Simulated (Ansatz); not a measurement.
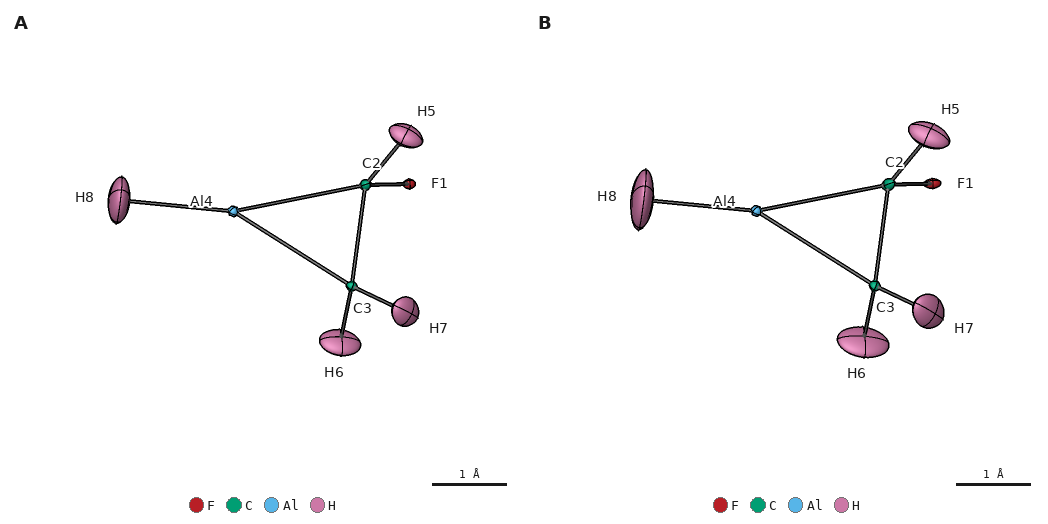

Displacement ellipsoids at the 50 % level, from the internal vibrations of the free molecule (harmonic, no overall translation or rotation; no half-axis is drawn under 0.075 Å). Vibrations computed with RKS PBE0-D4/def2-TZVP (Ansatz 0.2.0). One panel is for 298 K, the other for 600 K.

**Which panel is for 600 K?**

B.

**How much does the mean-square displacement of H8 grow, and why?**

U_eq goes from 0.0389 to 0.0640 Å², a factor of 1.6. Modes below kT (417 cm⁻¹ at 600 K) grow about in proportion to T, and the lowest lies at 224 cm⁻¹; the mean-square amplitude of a mode is its zero-point value times coth(ħω/2kT), which comes close to 1 only above about 3kT.
